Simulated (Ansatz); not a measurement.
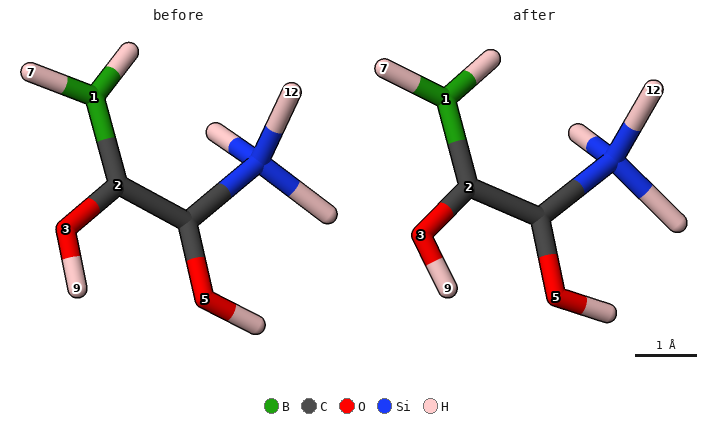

The structure of C2H7BO2Si (coarse preliminary run) before (left) and after (right) a relaxation, at one scale.

The picture is a stick view, seen at a tilt.

The start comes from a force field.

Level of theory: RKS PBE-D4/def2-SVP in Ansatz. (force threshold 0.03 eV/Å; at most 200 steps)

Describe what moved and what it gained.

After 7 geometry steps the energy has fallen by 0.499 eV. Largest force component: 1.9 eV/Å at the start, 0.0071 eV/Å at the end. The largest move after the best rigid fit is that of an H atom, 0.26 Å. Largest moves by element: H 0.26 Å, C 0.11 Å, O 0.10 Å, B 0.10 Å, Si 0.05 Å. Near-neighbour distances that change, for instance: B–H 1.148 → 1.221 Å, H–O 1.025 → 0.976 Å, C–O 1.407 → 1.365 Å, H–Si 1.475 → 1.516 Å. Bond angles that change, for instance: C–O–H 119.1° → 107.3°, C–O–H 118.5° → 109.8°, C–B–H 126.0° → 117.9°.
